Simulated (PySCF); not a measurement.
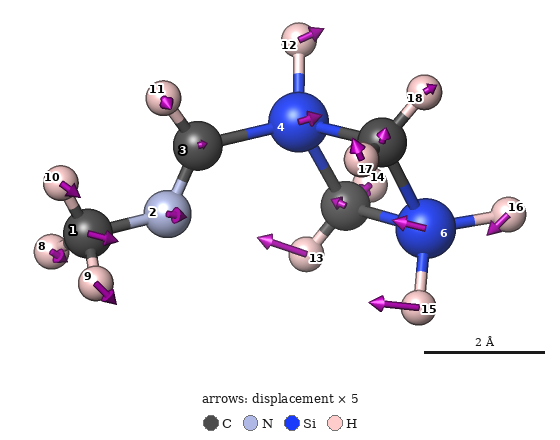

A relaxation of C₄H₁₁NSi₂. The starting structure is drawn; purple arrows show the displacements, 5 times their true length. The two geometries are superimposed by the best rigid fit.

A ball-and-stick model, seen at a tilt.

The start comes from GFN2-xTB. Its atoms were then displaced at random by about 0.01 Å.

These are results of PBE0-D3(BJ)/def2-SVP geometry optimisation, gas phase (PySCF), not measurements. 

> Which element moves most?

Hydrogen: up to 0.18 Å, against 0.12 Å for silicon.

> What happened in the run?

The largest move after the best rigid fit is that of an H atom, 0.18 Å. By element the largest moves are H 0.18 Å, Si 0.12 Å, C 0.11 Å, N 0.08 Å. Among the contacts that change: C–Si 1.837 → 1.892 Å, C–Si 1.945 → 1.893 Å, C–H 1.059 → 1.103 Å, H–Si 1.461 → 1.496 Å. Among the angles between lasting bonds that change: Si–C–Si 92.4° → 87.2°, C–Si–C 87.5° → 92.6°, C–Si–C 88.0° → 92.3°. Over 7 geometry steps the energy falls by 26.8 kJ/mol. Cost: 2.6 min on 1 thread of Arm Neoverse V1, with other jobs on the host.
